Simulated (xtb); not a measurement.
**Run report: TaN₂H₄ClO, geometry relaxation (part 2 of 4)**

Continued. System: TaN₂H₄ClO. Method: GFN1-xTB (xtb 6.7.1). The geometry comes from this level: PBE0-D4/def2-TZVP.

Geometry of the input (Å):
```
N  -1.1413  1.2369  -0.1710
Ta 0.5533  0.2284  -0.2329
N  0.3355  -1.6235  0.4121
O  0.9841  0.1136  -1.8868
Cl 2.1826  1.3258  1.0243
H  -1.7045  1.3905  0.6533
H  -1.6040  1.6175  -0.9831
H  0.4925  -2.4431  -0.1554
H  -0.0096  -1.8925  1.3224
```

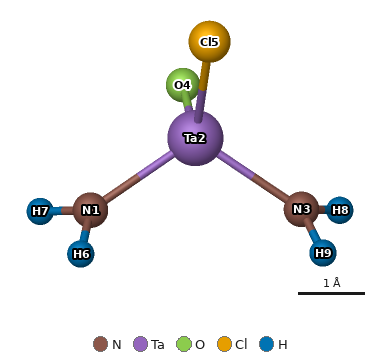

*The starting structure (ball-and-stick view, seen at a tilt; atoms are numbered from 1 in the order of the input). Sticks mark near contacts.*

What the program printed, continued
```
 iter      E             dE          RMSdq      gap      omega  full diag
   1    -19.7294890 -0.197295E+02  0.102E-02    3.86       0.0  T
   2    -19.7294894 -0.431168E-06  0.635E-03    3.86       5.2  T
   3    -19.7294894 -0.321267E-07  0.309E-03    3.86      10.8  T
   4    -19.7294894  0.145578E-07  0.166E-03    3.86      20.1  T
   5    -19.7294895 -0.261120E-07  0.425E-04    3.86      78.5  T
   6    -19.7294895 -0.459199E-09  0.114E-05    3.86    2929.8  T
   7    -19.7294895 -0.575540E-12  0.726E-07    3.86   45936.7  T
     SCC iter.                  ...        0 min,  0.002 sec
     gradient                   ...        0 min,  0.005 sec
 * total energy  :   -19.5958742 Eh     change       -0.5663161E-04 Eh
   gradient norm :     0.0029951 Eh/α   predicted    -0.4613354E-04 ( -18.54%)
   displ. norm   :     0.0801968 α      lambda       -0.5018883E-04
   maximum displ.:     0.0607843 α      in ANC's #5, #6, #10, ...

........................................................................
.............................. CYCLE    7 ..............................
........................................................................

 iter      E             dE          RMSdq      gap      omega  full diag
   1    -19.7294844 -0.197295E+02  0.786E-03    3.86       0.0  T
   2    -19.7294847 -0.303974E-06  0.831E-03    3.86       4.0  T
   3    -19.7294850 -0.308511E-06  0.363E-03    3.86       9.2  T
   4    -19.7294850  0.264355E-08  0.145E-03    3.86      22.9  T
   5    -19.7294850 -0.166684E-07  0.307E-04    3.86     108.7  T
   6    -19.7294850 -0.131461E-09  0.275E-05    3.86    1212.6  T
   7    -19.7294850 -0.352784E-11  0.615E-07    3.86   54195.3  T
     SCC iter.                  ...        0 min,  0.002 sec
     gradient                   ...        0 min,  0.005 sec
 * total energy  :   -19.5959061 Eh     change       -0.3183220E-04 Eh
   gradient norm :     0.0021294 Eh/α   predicted    -0.2525485E-04 ( -20.66%)
   displ. norm   :     0.0367714 α      lambda       -0.2097387E-04
   maximum displ.:     0.0184131 α      in ANC's #5, #3, #10, ...

........................................................................
.............................. CYCLE    8 ..............................
........................................................................

 iter      E             dE          RMSdq      gap      omega  full diag
   1    -19.7302233 -0.197302E+02  0.553E-03    3.86       0.0  T
   2    -19.7302234 -0.124324E-06  0.478E-03    3.86       7.0  T
   3    -19.7302236 -0.207007E-06  0.131E-03    3.86      25.5  T
   4    -19.7302236 -0.280795E-08  0.375E-04    3.86      88.9  T
   5    -19.7302236 -0.253426E-09  0.145E-04    3.86     230.5  T
   6    -19.7302236 -0.763123E-11  0.139E-05    3.86    2396.3  T
     SCC iter.                  ...        0 min,  0.002 sec
     gradient                   ...        0 min,  0.005 sec
 * total energy  :   -19.5959183 Eh     change       -0.1218972E-04 Eh
   gradient norm :     0.0005148 Eh/α   predicted    -0.1050187E-04 ( -13.85%)
   displ. norm   :     0.0302514 α      lambda       -0.3670812E-05
   maximum displ.:     0.0211720 α      in ANC's #3, #5, #6, ...

........................................................................
.............................. CYCLE    9 ..............................
........................................................................

 iter      E             dE          RMSdq      gap      omega  full diag
   1    -19.7302857 -0.197303E+02  0.257E-03    3.86       0.0  T
   2    -19.7302857 -0.360306E-07  0.204E-03    3.86      16.4  T
   3    -19.7302857 -0.634457E-08  0.951E-04    3.86      35.1  T
   4    -19.7302857  0.149296E-08  0.586E-04    3.86      56.8  T
   5    -19.7302857 -0.249554E-08  0.106E-04    3.86     315.0  T
   6    -19.7302857 -0.962785E-12  0.893E-06    3.86    3734.3  T
     SCC iter.                  ...        0 min,  0.002 sec
     gradient                   ...        0 min,  0.005 sec
 * total energy  :   -19.5959211 Eh     change       -0.2844880E-05 Eh
   gradient norm :     0.0004796 Eh/α   predicted    -0.1837984E-05 ( -35.39%)
   displ. norm   :     0.0126864 α      lambda       -0.1138930E-05
   maximum displ.:     0.0095914 α      in ANC's #5, #3, #2, ...

........................................................................
.............................. CYCLE   10 ..............................
........................................................................

 iter      E             dE          RMSdq      gap      omega  full diag
   1    -19.7304224 -0.197304E+02  0.235E-03    3.86       0.0  T
   2    -19.7304224 -0.156398E-07  0.117E-03    3.86      28.4  T
   3    -19.7304224 -0.203773E-08  0.101E-03    3.86      33.1  T
   4    -19.7304224 -0.388334E-08  0.167E-04    3.86     199.9  T
   5    -19.7304224 -0.106137E-09  0.699E-05    3.86     476.9  T
     SCC iter.                  ...        0 min,  0.002 sec
     gradient                   ...        0 min,  0.005 sec
 * total energy  :   -19.5959220 Eh     change       -0.8494809E-06 Eh
   gradient norm :     0.0002345 Eh/α   predicted    -0.5681305E-06 ( -33.12%)
   displ. norm   :     0.0052554 α      lambda       -0.2560245E-06
   maximum displ.:     0.0034813 α      in ANC's #5, #3, #15, ...

........................................................................
.............................. CYCLE   11 ..............................
........................................................................

 iter      E             dE          RMSdq      gap      omega  full diag
   1    -19.7302534 -0.197303E+02  0.780E-04    3.85       0.0  T
   2    -19.7302534 -0.310934E-08  0.392E-04    3.86      85.1  T
   3    -19.7302534 -0.142228E-08  0.315E-04    3.86     105.7  T
   4    -19.7302534 -0.236700E-09  0.183E-04    3.86     182.4  T
   5    -19.7302534 -0.103917E-10  0.736E-06    3.86    4527.0  T
     SCC iter.                  ...        0 min,  0.002 sec
     gradient                   ...        0 min,  0.005 sec
 * total energy  :   -19.5959221 Eh     change       -0.1494370E-06 Eh
   gradient norm :     0.0001492 Eh/α   predicted    -0.1266864E-06 ( -15.22%)
   displ. norm   :     0.0018268 α      lambda       -0.4982094E-07
   maximum displ.:     0.0016541 α      in ANC's #2, #3, #15, ...

........................................................................
.............................. CYCLE   12 ..............................
........................................................................

 iter      E             dE          RMSdq      gap      omega  full diag
   1    -19.7302805 -0.197303E+02  0.319E-04    3.86       0.0  T
   2    -19.7302805 -0.229161E-09  0.213E-04    3.86     156.2  T
   3    -19.7302805 -0.151164E-09  0.895E-05    3.86     372.4  T
   4    -19.7302805 -0.400533E-10  0.214E-05    3.86    1560.8  T
     SCC iter.                  ...        0 min,  0.001 sec
     gradient                   ...        0 min,  0.005 sec
 * total energy  :   -19.5959221 Eh     change       -0.4110685E-07 Eh
   gradient norm :     0.0000375 Eh/α   predicted    -0.2391188E-07 ( -41.83%)
   displ. norm   :     0.0012390 α      lambda       -0.7960248E-08
   maximum displ.:     0.0010633 α      in ANC's #2, #3, #8, ...

   *** GEOMETRY OPTIMIZATION CONVERGED AFTER 12 ITERATIONS ***

------------------------------------------------------------------------
 total energy gain   :        -0.0044643 Eh       -2.8014 kcal/mol
 total RMSD          :         0.2504908 a0        0.1326 Å
 total power (kW/mol):        -0.9767452 (step) -100.9167 (real)
------------------------------------------------------------------------

 ANCopt (total)                0 d,  0 h,  0 min,  0.116 sec
 optimizer setup                ...        0 min,  0.000 sec (  0.066%)
 model hessian                  ...        0 min,  0.000 sec (  0.373%)
 ANC generation                 ...        0 min,  0.000 sec (  0.117%)
 coordinate transformation      ...        0 min,  0.000 sec (  0.065%)
 single point calculation       ...        0 min,  0.113 sec ( 97.563%)
 optimization log               ...        0 min,  0.001 sec (  0.713%)
 hessian update                 ...        0 min,  0.000 sec (  0.063%)
 rational function              ...        0 min,  0.001 sec (  0.639%)

================
 final structure:
================
9
 xtb: 6.7.1 (unknown-commit)
N           -1.07290627194863        1.16928057851190       -0.16666002705665
Ta           0.57658513569510        0.21860876688788       -0.33960104239886
N            0.32188786908488       -1.53239789855748        0.38400927914604
O            0.99401227605187        0.09657835041956       -1.99562361975429
Cl           2.04816475040284        1.26701629677746        1.07637981057117
H           -1.60786755837069        1.23022816976278        0.68861310624006
H           -1.59215072527248        1.64364591249783       -0.89118237610729
H            0.50536592735756       -2.41898515587513       -0.06307839523028
H           -0.08449140300044       -1.72037502042481        1.29004326459009

 Bond Distances (Angstroems)
 ---------------------------
N1-Ta2=1.9117        N1-H6=1.0106         N1-H7=1.0097         Ta2-N1=1.9117        Ta2-N3=1.9117        Ta2-O4=1.7122
Ta2-Cl5=2.2956       N3-Ta2=1.9117        N3-H8=1.0097         N3-H9=1.0106         O4-Ta2=1.7122        Cl5-Ta2=2.2956
H6-N1=1.0106         H7-N1=1.0097         H8-N3=1.0097         H9-N3=1.0106
 N  H  Rav=1.0102 sigma=0.0004  Rmin=1.0097  Rmax=1.0106     4
 Ta N  Rav=1.9117 sigma=0.0000  Rmin=1.9117  Rmax=1.9117     2
 Ta O  Rav=1.7122 sigma=0.0000  Rmin=1.7122  Rmax=1.7122     1
 Ta Cl Rav=2.2956 sigma=0.0000  Rmin=2.2956  Rmax=2.2956     1

 selected bond angles (degree)
 --------------------
H6-N1-Ta2=124.28               H7-N1-Ta2=127.76               H7-N1-H6=107.86                N3-Ta2-N1=107.84
O4-Ta2-N1=109.47               O4-Ta2-N3=109.47               Cl5-Ta2-N1=105.68              Cl5-Ta2-N3=105.68
Cl5-Ta2-O4=118.22              H8-N3-Ta2=127.77               H9-N3-Ta2=124.28               H9-N3-H8=107.86

 selected dihedral angles (degree)
 ---------------------------------
N3-Ta2-N1-H6= 49.76           N3-Ta2-N1-H7=233.67           O4-Ta2-N1-H6=168.78           O4-Ta2-N1-H7=352.69
Cl5-Ta2-N1-H6=297.10          Cl5-Ta2-N1-H7=121.02          H8-N3-Ta2-N1=126.34           H8-N3-Ta2-O4=  7.32
H8-N3-Ta2-Cl5=238.99          H9-N3-Ta2-N1=310.24           H9-N3-Ta2-O4=191.22           H9-N3-Ta2-Cl5= 62.89
           -------------------------------------------------
          |                Final Singlepoint                |
           -------------------------------------------------

          ...................................................
          :                      SETUP                      :
          :.................................................:
          :  # basis functions                  40          :
          :  # atomic orbitals                  38          :
          :  # shells                           20          :
          :  # electrons                        32          :
          :  # halogen bonds                     3          :
          :  max. iterations                   250          :
          :  Hamiltonian                  GFN1-xTB          :
          :  restarted?                      false          :
          :  GBSA solvation                  false          :
          :  PC potential                    false          :
          :  electronic temp.          300.0000000     K    :
          :  accuracy                    1.0000000          :
          :  -> integral cutoff          0.2500000E+02      :
          :  -> integral neglect         0.1000000E-07      :
          :  -> SCF convergence          0.1000000E-05 Eh   :
          :  -> wf. convergence          0.2000000E-04 e    :
          :  Broyden damping             0.4000000          :
          :  net charge                          0          :
          :  unpaired electrons                  0          :
          ...................................................

 iter      E             dE          RMSdq      gap      omega  full diag
   1    -19.7302805 -0.197303E+02  0.145E-05    3.86       0.0  T
   2    -19.7302805 -0.117240E-12  0.669E-06    3.86    4982.9  T
   3    -19.7302805  0.284217E-13  0.572E-06    3.86    5823.3  T

   *** convergence criteria satisfied after 3 iterations ***

         #    Occupation            Energy/Eh            Energy/eV
      -------------------------------------------------------------
         1        2.0000           -0.9126778             -24.8352
       ...           ...                  ...                  ...
        10        2.0000           -0.4769282             -12.9779
        11        2.0000           -0.4749804             -12.9249
        12        2.0000           -0.4667968             -12.7022
        13        2.0000           -0.4641546             -12.6303
        14        2.0000           -0.4558543             -12.4044
        15        2.0000           -0.4316708             -11.7464
        16        2.0000           -0.4145823             -11.2814 (HOMO)
        17                         -0.2729030              -7.4261 (LUMO)
        18                         -0.2699050              -7.3445
        19                         -0.2181898              -5.9372
        20                         -0.1811655              -4.9298
        21                         -0.1790596              -4.8725
       ...                                ...                  ...
        38                          0.8579557              23.3462
      -------------------------------------------------------------
                  HL-Gap            0.1416793 Eh            3.8553 eV
             Fermi-level           -0.3437426 Eh           -9.3537 eV

 SCC (total)                   0 d,  0 h,  0 min,  0.009 sec
 SCC setup                      ...        0 min,  0.000 sec (  0.830%)
 Dispersion                     ...        0 min,  0.000 sec (  0.276%)
 classical contributions        ...        0 min,  0.000 sec (  0.140%)
 integral evaluation            ...        0 min,  0.003 sec ( 29.390%)
 iterations                     ...        0 min,  0.001 sec ( 12.106%)
 molecular gradient             ...        0 min,  0.005 sec ( 55.173%)
 printout                       ...        0 min,  0.000 sec (  1.919%)

         :::::::::::::::::::::::::::::::::::::::::::::::::::::
         ::                     SUMMARY                     ::
         :::::::::::::::::::::::::::::::::::::::::::::::::::::
         :: total energy             -19.595922141060 Eh    ::
         :: gradient norm              0.000037610400 Eh/a0 ::
         :: HOMO-LUMO gap              3.855289081533 eV    ::
         ::.................................................::
         :: SCC energy               -19.730280549644 Eh    ::
         :: -> electrostatic           0.129605392711 Eh    ::
         :: repulsion energy           0.137606022024 Eh    ::
         :: dispersion energy         -0.003247613441 Eh    ::
         :: halogen bond corr.         0.000000000000 Eh    ::
         :: add. restraining           0.000000000000 Eh    ::
         :: total charge              -0.000000000000 e     ::
         :::::::::::::::::::::::::::::::::::::::::::::::::::::

           -------------------------------------------------
          |                Numerical Hessian                |
           -------------------------------------------------
step length          :   0.00500
SCC accuracy         :   0.30000
Hessian scale factor :   1.00000
frozen atoms in %    :   0.00000    0
RMS gradient         :   0.00004
estimated CPU  time      0.01 min

writing file <hessian>, containing the non-mass-weighted Hessian matrix in atomic units (Eₕ/Bohr²).

 projected vibrational frequencies (cm⁻¹)
eigval :       -0.00    -0.00    -0.00     0.00     0.00     0.00
eigval :      111.18   115.43   133.85   151.73   156.43   243.11
eigval :      310.49   377.89   417.98   428.46   567.60   592.16
eigval :      607.38   622.49   945.98  1484.57  1486.40  3441.54
eigval :     3442.02  3507.32  3507.54
           -------------------------------------------------
          |                Property Printout                |
           -------------------------------------------------

    * Orbital Energies and Occupations
```
